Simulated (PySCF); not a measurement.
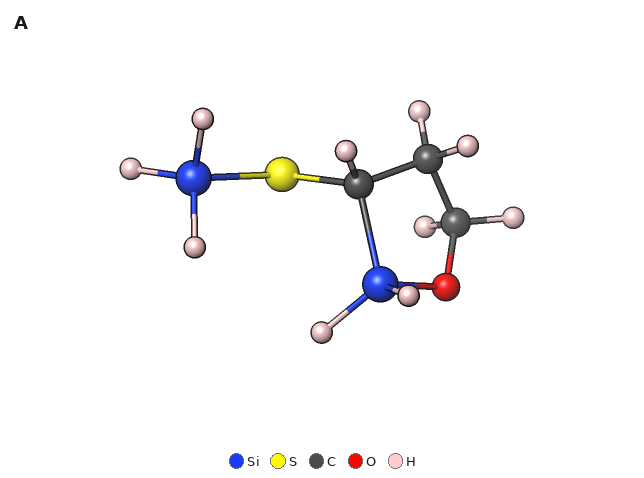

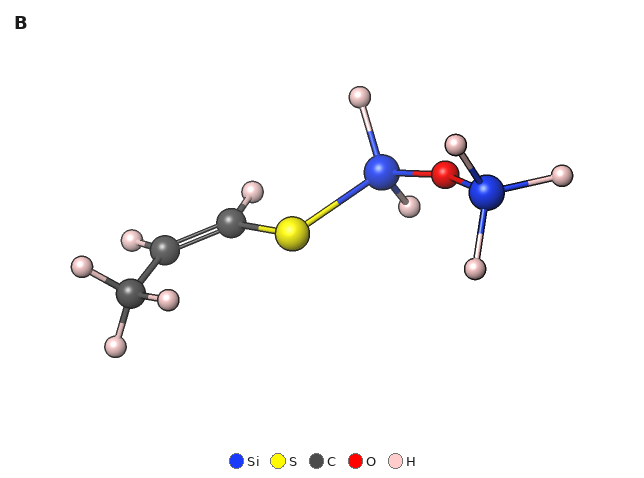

2 stationary structures of one formula. Geometries: GFN2-xTB. Electronic energies: PBE0/pcSseg-1 (PySCF 2.14.0), without zero-point energy. No frequency run is at hand to confirm each as a minimum. Each is one conformer, not always the lowest.

> Which structure is the most stable?

B is lowest; A lies 17.3 kcal/mol above it. A is `[SiH3]S[C@@H]1CCO[SiH2]1`, B is `C/C=C\S[SiH2]O[SiH3]`.

The geometry is semi-empirical. Around Si such bond lengths and angles can be off by a tenth of an ångström or more and by several degrees, and values that hang on the shape move with them.
